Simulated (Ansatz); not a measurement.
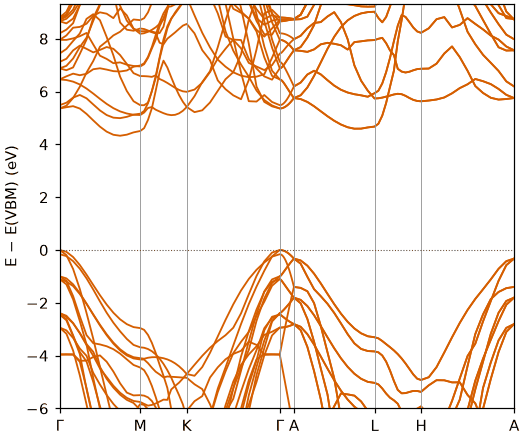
*Band structure from plane-wave PAW PBEsol (Ansatz code)*

Problem. Read off the gap and where the band edges lie.

Solution. About 4.3 eV (4.33 eV by a search for the band edges); maximum at Γ, minimum on the Γ–M line, 74 % of the way from Γ.

The material is C in space group P6_3/mmc (No. 194; C on 4f, C on 4f, C on 4e).

The first step of the workflow began from a Materials Project structure, measured or hypothetical. Its sites differ from those of the usual phase in this space group: another stacking or structure type. Symmetry was held in the PBEsol relaxation; its stability against distortions is not shown here.

Potentials: the later of the program's two PAW sets.
